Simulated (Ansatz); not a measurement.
# An extra electron or hole in a frame of liquid gamma-butyrolactone from 320 K (180 atoms)

Does an extra electron or hole in a frame of liquid gamma-butyrolactone from 320 K (180 atoms) stay spread out, or do the atoms trap it?

Main program and level: Ansatz 0.2.0; Kohn-Sham DFT, PBE+D4, PAW (set soft_2), plane waves.

## Step 1: Starting point

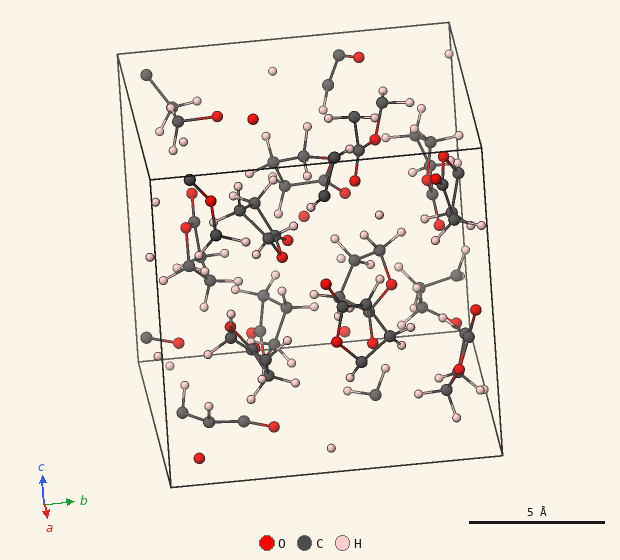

Start, viewed slightly off an axis; oxygen red, carbon dark grey, hydrogen pink. Bonds to atoms that aren't drawn are left out. Some periodic images of atoms are drawn too.

The cell holds 180 atoms: 30 O, 60 C and 90 H. Cell: a = 12.380 Å, b = 12.380 Å, c = 12.380 Å, α = 90.0°, β = 90.0°, γ = 90.0°. 15 gamma-butyrolactone placed at random, at 1.13 g/cm³; overlaps pushed apart, then 10 ps at 470 K with MMFF94 bonds, angles, torsions, charges and radii (Halgren, J. Comput. Chem. 17, 490 (1996)) in harmonic and 12-6 forms. Snapshot after 20 ps at 320 K and fixed volume.

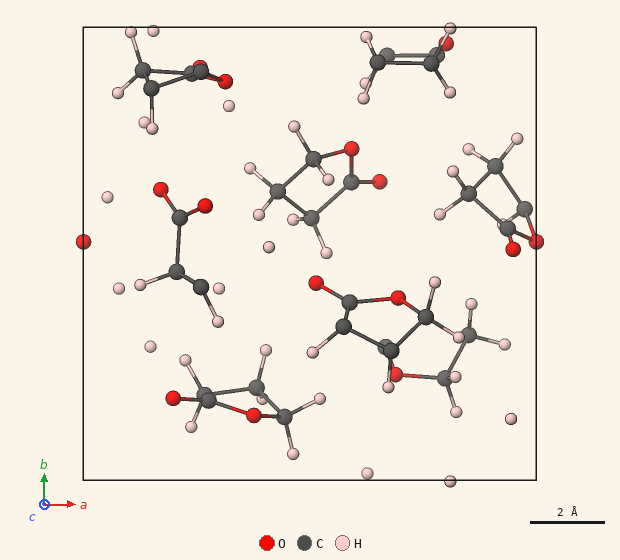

A slice 6 Å thick through the middle of the cell. Bonds to atoms that aren't drawn are left out.

What the set-up can't give: The network of contacts between molecules at the start is that of the classical potential that made the cell, and needn't be the one that DFT or experiment would give. Sampling is at Γ alone, for a cell whose shortest periodic width is 12 Å. The liquid is relaxed first, so the results are those of a frozen frame at zero temperature.

## Step 2: Single point at the start

A single point comes first, to see the forces before anything moves.

input.yaml

```yaml
crystal:
  lattice:
    - [12.3805, 0.0, 0.0]
    - [0.0, 12.3805, 0.0]
    - [0.0, 0.0, 12.3805]
  atoms:
    - { symbol: O, position: [0.25813, 0.91119, 0.45506] }
    - { symbol: C, position: [0.23967, 0.89792, 0.54994] }
    - { symbol: C, position: [0.1318, 0.90479, 0.59784] }
    - { symbol: C, position: [0.1506, 0.86516, 0.70838] }
    - { symbol: C, position: [0.25995, 0.90193, 0.72693] }
    - { symbol: O, position: [0.3138, 0.8801, 0.62791] }
    - { symbol: H, position: [0.10557, 0.98915, 0.58685] }
    - { symbol: H, position: [0.07666, 0.85469, 0.55875] }
    - { symbol: H, position: [0.08915, 0.89328, 0.7676] }
    - { symbol: H, position: [0.15243, 0.77622, 0.71049] }
    - { symbol: H, position: [0.29607, 0.85303, 0.79022] }
    - { symbol: H, position: [0.27574, 0.98724, 0.74632] }
    - { symbol: O, position: [0.8412, 0.10222, 0.01947] }
    - { symbol: C, position: [0.90391, 0.126, 0.94762] }
    - { symbol: C, position: [0.02174, 0.08128, 0.93315] }
    - { symbol: C, position: [0.06647, 0.14855, 0.83863] }
    - { symbol: C, position: [0.96281, 0.18939, 0.78518] }
    - { symbol: O, position: [0.87556, 0.1868, 0.86079] }
    - { symbol: H, position: [0.07207, 0.08848, 0.00709] }
    - { symbol: H, position: [0.01767, 0.99269, 0.90531] }
    - { symbol: H, position: [0.11137, 0.22116, 0.87037] }
    - { symbol: H, position: [0.10748, 0.10318, 0.78168] }
    - { symbol: H, position: [0.94454, 0.1353, 0.71759] }
    - { symbol: H, position: [0.9712, 0.27661, 0.75763] }
    - { symbol: O, position: [0.03373, 0.34382, 0.07218] }
    - { symbol: C, position: [0.12394, 0.36248, 0.11302] }
    - { symbol: C, position: [0.1449, 0.37828, 0.23535] }
    - { symbol: C, position: [0.25061, 0.43743, 0.23328] }
    - { symbol: C, position: [0.30429, 0.38885, 0.14055] }
    - { symbol: O, position: [0.22445, 0.36192, 0.06018] }
    - { symbol: H, position: [0.07911, 0.42318, 0.27104] }
    - { symbol: H, position: [0.14841, 0.29486, 0.26476] }
    [... 142 atom lines left out ...]
    - { symbol: H, position: [0.63981, 0.13414, 0.9622] }
    - { symbol: H, position: [0.64345, 0.15555, 0.10216] }
    - { symbol: H, position: [0.50555, 0.99407, 0.01392] }
    - { symbol: H, position: [0.44927, 0.10185, 0.09705] }
    - { symbol: H, position: [0.33661, 0.12514, 0.95019] }
    - { symbol: H, position: [0.44109, 0.11572, 0.85496] }
kpoints:
  mp_grid: { grid: [1, 1, 1] }
hamiltonian:
  xc: pbe
  dispersion: d4
scf:
  occupations: { method: fermi_dirac, width: 0.05 }
output:
  forces: true
```

The run is started by

```bash
> ansatz run input.yaml --threads 4 --pin off --max-ram 8192MiB --backend cpu --events-out ev --progress --plain --runs-dir out
```

Numbers of over 12 decimals in the logs are rounded to 6 here.

The program printed:

```text
Engine: ansatz 0.2.0, aarch64-unknown-linux-gnu
Pseudopotentials: kind: paw
Pseudopotential: O, paw, valence charge 6, recommended cutoff 420 eV (normal), O.paw.azcp
Pseudopotential: C, paw, valence charge 4, recommended cutoff 420 eV (normal), C.paw.azcp
Pseudopotential: H, paw, valence charge 1, recommended cutoff 420 eV (normal), H.paw.azcp
[... 5 lines on functional and potentials left out ...]
Crystal: 180 atoms, lattice volume = 1897.643 Å³
Basis set: ecut = 420 eV, 37121 PW (Γ), exchange–correlation on 180×180×180 points (8 copies of the dense FFT grid, shifted against one another)
Bands: 435, of which v1, the nominal top of the filled ones, is band 255 counted from 1 (254 counted from 0)
Symmetry: 1 space group operations
Space group: P1 (ITA 1), of the structure as read, at distance tolerance 1.2e-4 Å
k-points: 1
[... 7 lines on functional and potentials left out ...]
Initial density: superposition of atomic densities (neutral atoms: chi_scale 0, normalization atom), corrected by the library's trained network
Initial wavefunctions: pseudopotential atomic-orbital guess
Functional: x = pbe(κ = 0.804, μ = 0.219515), c = pbe(β = 0.066725)
SCF iter   1: F=—  HF=-33507.410685 eV  |F-HF|=—  |Δ(HF+E_count)|=         —  Δρ=6.39e-3  dr2=7.17e-1  ethr=1.77e-3  ⟨swp⟩=6.0  Hψ=1983  notcnv=0  defer=44
preconditioner: auto → Resta (q_TF=auto, 2.192 Å⁻¹)  ε∞=2.4  [insulator: Δε(μ)=4.624 eV  Ē_g=16.389 eV  σ=0.050 eV  W_gap=1.00  n_scr=340 (ndim 8)  ℏωp=19.2 eV  f_vac=0.247  D(μ)=0.00/eV (n_scr^D=0)  ε∞_Penn≈2.4]
SCF iter   2: F=—  HF=-33507.307691 eV  |F-HF|=—  |Δ(HF+E_count)|=   1.03e-1  Δρ=3.51e-3  dr2=1.65e-1  ethr=1.41e-4  ⟨swp⟩=2.0  Hψ=768  notcnv=0  defer=168
SCF iter   3: F=—  HF=-33507.299995 eV  |F-HF|=—  |Δ(HF+E_count)|=   7.70e-3  Δρ=1.58e-3  dr2=4.72e-2  ethr=3.23e-5  ⟨swp⟩=2.0  Hψ=519  notcnv=0  defer=29
automatic band count: iteration 3 solves 296 bands in place of 435: the levels show a gap, and the empty bands left out lie too high to hold charge; the band table lists the bands solved (type scf.n_extra_bands for more)
SCF iter   4: F=—  HF=-33507.301102 eV  |F-HF|=—  |Δ(HF+E_count)|=   1.11e-3  Δρ=4.70e-4  dr2=4.60e-3  ethr=9.26e-6  ⟨swp⟩=2.0  Hψ=507  notcnv=0  defer=29
SCF iter   5: F=—  HF=-33507.301214 eV  |F-HF|=—  |Δ(HF+E_count)|=   1.12e-4  Δρ=2.35e-4  dr2=1.08e-3  ethr=9.02e-7  ⟨swp⟩=2.0  Hψ=594  notcnv=0  defer=28
automatic band count: iteration 5 solves 295 bands in place of 296: the levels show a gap, and the empty bands left out lie too high to hold charge; the band table lists the bands solved (type scf.n_extra_bands for more)
SCF iter   6: F=—  HF=-33507.301161 eV  |F-HF|=—  |Δ(HF+E_count)|=   5.26e-5  Δρ=8.70e-5  dr2=1.38e-4  ethr=2.11e-7  ⟨swp⟩=2.0  Hψ=518  notcnv=0  defer=28
SCF iter   7: F=—  HF=-33507.301182 eV  |F-HF|=—  |Δ(HF+E_count)|=   2.07e-5  Δρ=4.63e-5  dr2=3.60e-5  ethr=2.70e-8  ⟨swp⟩=3.0  Hψ=520  notcnv=0  defer=28
SCF iter   8: F=—  HF=-33507.304389 eV  |F-HF|=—  |Δ(HF+E_count)|=   3.21e-3  Δρ=1.55e-5  dr2=3.75e-6  ethr=7.06e-9  ⟨swp⟩=3.0  Hψ=520  notcnv=0  defer=28
SCF iter   9: F=—  HF=-33507.304389 eV  |F-HF|=—  |Δ(HF+E_count)|=   1.01e-7  Δρ=5.56e-6  dr2=5.72e-7  ethr=7.34e-10  ⟨swp⟩=3.0  Hψ=507  notcnv=0  defer=28
SCF iter  10: F=—  HF=-33507.304389 eV  |F-HF|=—  |Δ(HF+E_count)|=   2.54e-8  Δρ=2.91e-6  dr2=1.50e-7  ethr=1.96e-11  ⟨swp⟩=5.0  Hψ=1071  notcnv=0
SCF iter  11: F=-33507.304389 eV  HF=-33507.304389 eV  |F-HF|=2.66e-9  |Δ(HF+E_count)|=   2.14e-8  Δρ=8.19e-7  dr2=1.35e-8  ethr=1.96e-11  ⟨swp⟩=4.0  Hψ=1003  notcnv=0
SCF 1 converged in 11 iterations: F = -33507.304389 eV  dr2 = 1.35e-8
  greatest PAW one-centre occupation: 0.880 electrons in one spin orbital (limit 2), on the O atom at site 144 (counted from 0), in its partial waves of l = 0
SCF converged after 11 iterations
Free energy (F): -33507.304389 eV
Harris-Foulkes:  -33507.304389 eV  (|F-HF|=2.66e-9)
Internal energy: -33507.304389 eV  (E = F + TS)
E sigma→0 (E₀):  -33507.304389 eV
Fermi energy:    1.399618 eV
--- Per-component energies (eV) ---
  E_band       = -4148.061606
  E_kinetic    = 12011.826497
  E_local      = -39860.069752  (includes V_loc(G=0)·N_el)
  E_nonlocal   = 3237.603885
  E_hartree    = 14720.467896
  E_xc         = -5898.878064
  E_vxc        = -7425.316785  (∫ρ·V_xc dr)
  E_paw        = -10761.652036  (= ΣΔE_a)
  E_vpaw       = -1552.992086  (= ΣTr[D̂ρ^β])
  E_aug_tail   = -0.050271  (compensation charges beyond the density's cutoff)
  E_ewald      = -6947.783715
  E_disp       = -8.768829  (pairwise vdW)
  E_smearing   = -0.000000  (= −TS)
  E_closure    = -0.000000  (closes the sum)
  Σ components = -33507.304389   (vs F -33507.304389, Δ=0.00e0)
--- Forces (eV/Å), atoms counted from 1 ---
  atom   1  O      1.13781281    -0.13941019    -0.54414204
  atom   2  C     -0.13187770    -0.02503402    -0.88169976
  atom   3  C     -0.49387201     0.90876078     0.07840817
  atom   4  C     -2.34679492     0.00212057     1.54930472
  atom   5  C      1.98931113     0.08584758     2.10979518
  atom   6  O      0.98493769     0.12439549    -1.05821604
  atom   7  H     -0.12541518     0.01209745     0.39602992
  atom   8  H     -1.23271955    -1.00647894    -1.42070228
  atom   9  H      0.43249088    -0.16013069    -0.13395770
  atom  10  H     -0.22512374     0.20942393    -0.10777999
  atom  11  H      0.55324800    -0.11680714     0.18131096
  atom  12  H     -0.45471843     0.14770100    -0.00172269
  atom  13  O      0.29607465     0.56134583    -0.40882244
  atom  14  C      0.69849056    -1.56584971     0.71560080
[...]
atom 179  H      0.24743011     0.44651434     0.41630393
  atom 180  H      0.42063015     0.22155854     0.19117316
  max |Σ_I F_I| component: 3.93e-5 eV/Å
```

The job ended after 27 s (4 threads of Arm Neoverse V1, shared host; peak memory 2.5 GiB; 1.7 min of CPU time).

The r.m.s. force at the start is 1.0 eV/Å.

## Step 3: Relaxation

The atoms are relaxed in the fixed cell, aiming at the force tolerance of the input.

input.yaml

```yaml
crystal:
  lattice:
    - [12.3805, 0.0, 0.0]
    - [0.0, 12.3805, 0.0]
    - [0.0, 0.0, 12.3805]
  atoms:
    [... the 180 atom lines of step 2 ...]
kpoints:
  mp_grid: { grid: [1, 1, 1] }
hamiltonian:
  xc: pbe
  dispersion: d4
scf:
  occupations: { method: fermi_dirac, width: 0.05 }
output:
  forces: true
relax:
  f_tol: 0.06
  max_steps: 150
```

The program printed:

```text
[...]
Crystal: 180 atoms, lattice volume = 1897.643 Å³
Basis set: ecut = 420 eV, 37121 PW (Γ), exchange–correlation on 180×180×180 points (8 copies of the dense FFT grid, shifted against one another)
Bands: 435, of which v1, the nominal top of the filled ones, is band 255 counted from 1 (254 counted from 0)
Symmetry: 1 space group operations
[...]
k-points: 1
[...]
SCF iter   1: F=—  HF=-33507.410686 eV  |F-HF|=—  |Δ(HF+E_count)|=         —  Δρ=6.39e-3  dr2=7.17e-1  ethr=1.77e-3  ⟨swp⟩=6.0  Hψ=1983  notcnv=0  defer=44
[...]
SCF iter   6: F=—  HF=-33507.304388 eV  |F-HF|=—  |Δ(HF+E_count)|=   4.48e-5  Δρ=8.63e-5  dr2=1.36e-4  ethr=2.10e-7  ⟨swp⟩=2.0  Hψ=518  notcnv=0  defer=168
SCF iter   7: F=-33507.304368 eV  HF=-33507.304394 eV  |F-HF|=2.65e-5  |Δ(HF+E_count)|=   6.22e-6  Δρ=4.66e-5  dr2=3.65e-5  ethr=1.76e-8  ⟨swp⟩=2.0  Hψ=1198  notcnv=0
SCF 1 converged in 7 iterations: F = -33507.304368 eV  dr2 = 3.65e-5
[...]
relax step   1: F+E_penalty+E_count = -33507.30436773 eV  Δ(F+E_penalty+E_count) = +0.000e0 eV  max|allowed force component| = 4.184e0 eV/Å  Δτ_max = 0.0000 Å  (7 SCF iters, dr2 threshold 9.00e-5 eV, accepted)
[...]
relax step   2: F+E_penalty+E_count = -33514.30611815 eV  Δ(F+E_penalty+E_count) = -7.002e0 eV  max|allowed force component| = 2.391e0 eV/Å  Δτ_max = 0.1994 Å  (7 SCF iters, dr2 threshold 1.00e-4 eV, accepted)
[...]
relax step   3: F+E_penalty+E_count = -33515.63247639 eV  Δ(F+E_penalty+E_count) = -1.326e0 eV  max|allowed force component| = 9.482e-1 eV/Å  Δτ_max = 0.1941 Å  (7 SCF iters, dr2 threshold 1.00e-4 eV, accepted)
relax step   4: F+E_penalty+E_count = -33516.00496591 eV  Δ(F+E_penalty+E_count) = -3.725e-1 eV  max|allowed force component| = 3.873e-1 eV/Å  Δτ_max = 0.1456 Å  (7 SCF iters, dr2 threshold 1.00e-4 eV, accepted)
relax step   5: F+E_penalty+E_count = -33516.15447820 eV  Δ(F+E_penalty+E_count) = -1.495e-1 eV  max|allowed force component| = 3.167e-1 eV/Å  Δτ_max = 0.1509 Å  (7 SCF iters, dr2 threshold 2.36e-5 eV, accepted)
relax step   6: F+E_penalty+E_count = -33516.26891451 eV  Δ(F+E_penalty+E_count) = -1.144e-1 eV  max|allowed force component| = 2.395e-1 eV/Å  Δτ_max = 0.1950 Å  (7 SCF iters, dr2 threshold 1.67e-5 eV, accepted)
relax step   7: F+E_penalty+E_count = -33516.35774684 eV  Δ(F+E_penalty+E_count) = -8.883e-2 eV  max|allowed force component| = 2.226e-1 eV/Å  Δτ_max = 0.1938 Å  (7 SCF iters, dr2 threshold 3.28e-5 eV, accepted)
relax step   8: F+E_penalty+E_count = -33516.43915090 eV  Δ(F+E_penalty+E_count) = -8.140e-2 eV  max|allowed force component| = 2.164e-1 eV/Å  Δτ_max = 0.1999 Å  (7 SCF iters, dr2 threshold 2.83e-5 eV, accepted)
relax step   9: F+E_penalty+E_count = -33516.51326989 eV  Δ(F+E_penalty+E_count) = -7.412e-2 eV  max|allowed force component| = 2.353e-1 eV/Å  Δτ_max = 0.1954 Å  (7 SCF iters, dr2 threshold 4.04e-5 eV, accepted)
relax step  10: F+E_penalty+E_count = -33516.56984423 eV  Δ(F+E_penalty+E_count) = -5.657e-2 eV  max|allowed force component| = 2.225e-1 eV/Å  Δτ_max = 0.1950 Å  (7 SCF iters, dr2 threshold 5.24e-5 eV, accepted)
relax step  11: F+E_penalty+E_count = -33516.61189047 eV  Δ(F+E_penalty+E_count) = -4.205e-2 eV  max|allowed force component| = 2.504e-1 eV/Å  Δτ_max = 0.1950 Å  (7 SCF iters, dr2 threshold 4.42e-5 eV, accepted)
relax step  12: F+E_penalty+E_count = -33516.64403704 eV  Δ(F+E_penalty+E_count) = -3.215e-2 eV  max|allowed force component| = 2.873e-1 eV/Å  Δτ_max = 0.1745 Å  (7 SCF iters, dr2 threshold 5.60e-5 eV, accepted)
relax step  13: F+E_penalty+E_count = -33516.67049377 eV  Δ(F+E_penalty+E_count) = -2.646e-2 eV  max|allowed force component| = 2.695e-1 eV/Å  Δτ_max = 0.1391 Å  (7 SCF iters, dr2 threshold 8.25e-5 eV, accepted)
relax step  14: F+E_penalty+E_count = -33516.70333450 eV  Δ(F+E_penalty+E_count) = -3.284e-2 eV  max|allowed force component| = 2.766e-1 eV/Å  Δτ_max = 0.1897 Å  (7 SCF iters, dr2 threshold 6.39e-5 eV, accepted)
relax step  15: F+E_penalty+E_count = -33516.72670220 eV  Δ(F+E_penalty+E_count) = -2.337e-2 eV  max|allowed force component| = 2.630e-1 eV/Å  Δτ_max = 0.1410 Å  (7 SCF iters, dr2 threshold 6.73e-5 eV, accepted)
relax step  16: F+E_penalty+E_count = -33516.75102744 eV  Δ(F+E_penalty+E_count) = -2.433e-2 eV  max|allowed force component| = 2.413e-1 eV/Å  Δτ_max = 0.1770 Å  (7 SCF iters, dr2 threshold 6.25e-5 eV, accepted)
relax step  17: F+E_penalty+E_count = -33516.76519992 eV  Δ(F+E_penalty+E_count) = -1.417e-2 eV  max|allowed force component| = 2.267e-1 eV/Å  Δτ_max = 0.1585 Å  (7 SCF iters, dr2 threshold 4.90e-5 eV, accepted)
relax step  18: F+E_penalty+E_count = -33516.77734990 eV  Δ(F+E_penalty+E_count) = -1.215e-2 eV  max|allowed force component| = 1.726e-1 eV/Å  Δτ_max = 0.0678 Å  (6 SCF iters, dr2 threshold 4.33e-5 eV, accepted)
relax step  19: F+E_penalty+E_count = -33516.78882491 eV  Δ(F+E_penalty+E_count) = -1.148e-2 eV  max|allowed force component| = 6.335e-2 eV/Å  Δτ_max = 0.0800 Å  (7 SCF iters, dr2 threshold 1.73e-5 eV, accepted)
relax step  20: F+E_penalty+E_count = -33516.79690761 eV  Δ(F+E_penalty+E_count) = -8.083e-3 eV  max|allowed force component| = 8.781e-2 eV/Å  Δτ_max = 0.1231 Å  (10 SCF iters, accepted)
relax step  21: F+E_penalty+E_count = -33516.80235069 eV  Δ(F+E_penalty+E_count) = -5.443e-3 eV  max|allowed force component| = 1.126e-1 eV/Å  Δτ_max = 0.1188 Å  (10 SCF iters, accepted)
relax step  22: F+E_penalty+E_count = -33516.80635150 eV  Δ(F+E_penalty+E_count) = -4.001e-3 eV  max|allowed force component| = 7.279e-2 eV/Å  Δτ_max = 0.0327 Å  (6 SCF iters, dr2 threshold 1.27e-5 eV, accepted)
relax step  23: F+E_penalty+E_count = -33516.81102189 eV  Δ(F+E_penalty+E_count) = -4.670e-3 eV  max|allowed force component| = 6.560e-2 eV/Å  Δτ_max = 0.0751 Å  (9 SCF iters, accepted)
relax step  24: F+E_penalty+E_count = -33516.81399991 eV  Δ(F+E_penalty+E_count) = -2.978e-3 eV  max|allowed force component| = 6.053e-2 eV/Å  Δτ_max = 0.1131 Å  (10 SCF iters, accepted)
[...]
relax step  25: F+E_penalty+E_count = -33516.81605054 eV  Δ(F+E_penalty+E_count) = -2.051e-3 eV  max|allowed force component| = 5.411e-2 eV/Å  Δτ_max = 0.0689 Å  (9 SCF iters, accepted)
SCF converged after 9 iterations
Free energy (F): -33516.816051 eV
[...]
Internal energy: -33516.816051 eV  (E = F + TS)
E sigma→0 (E₀):  -33516.816051 eV
Fermi energy:    1.424495 eV
[...]
Σ components = -33516.816051   (vs F -33516.816051, Δ=0.00e0)
--- Forces (eV/Å), atoms counted from 1 ---
  atom   1  O     -0.00223904    -0.00450697    -0.00090775
  atom   2  C      0.00426335    -0.00444952     0.01247307
  atom   3  C     -0.00704319    -0.01028747    -0.00593008
  atom   4  C      0.00583863    -0.00142530    -0.00167632
[...]
atom 180  H      0.00238479     0.00021743    -0.00307366
  max |Σ_I F_I| component: 5.43e-5 eV/Å
--- Relaxed structure (25 steps of the walk, 25 accepted, 0 SCFs on fresh bases) ---
  F+E_penalty+E_count = -33516.81605054 eV   max|allowed force component| = 5.411e-2 eV/Å
  atoms:
    - { symbol: O, position: [0.316125, 0.895984, 0.499786] }
    - { symbol: C, position: [0.276139, 0.890048, 0.589325] }
    - { symbol: C, position: [0.162850, 0.921220, 0.624193] }
    - { symbol: C, position: [0.150788, 0.867419, 0.734443] }
[...]
- { symbol: H, position: [0.325369, 0.147965, 0.883768] }
```

The job ended after 9.3 min (4 threads; peak memory 2.5 GiB; 36 min of CPU time).

The relaxation converged after 25 steps, 9.51 eV below its start, with a largest force component of 0.054 eV/Å.

(Part 1 of 4 ends here.)

[Logs are printed without paths, hosts, clocks, repeated set-up lines and the standing remarks that a program may print on its own settings, such as how far it seeks lower states.]

[Hosts, paths, dates, database ids (printed as entryN), source tags and the programs' standing remarks are cut or masked in the printed files.]

[The MMFF94 radii named for the starting cell were scaled by 0.96; in molecules described by MMFF94, hydrogen bound to N, O or S took a small fixed 12-6 site in their place.]
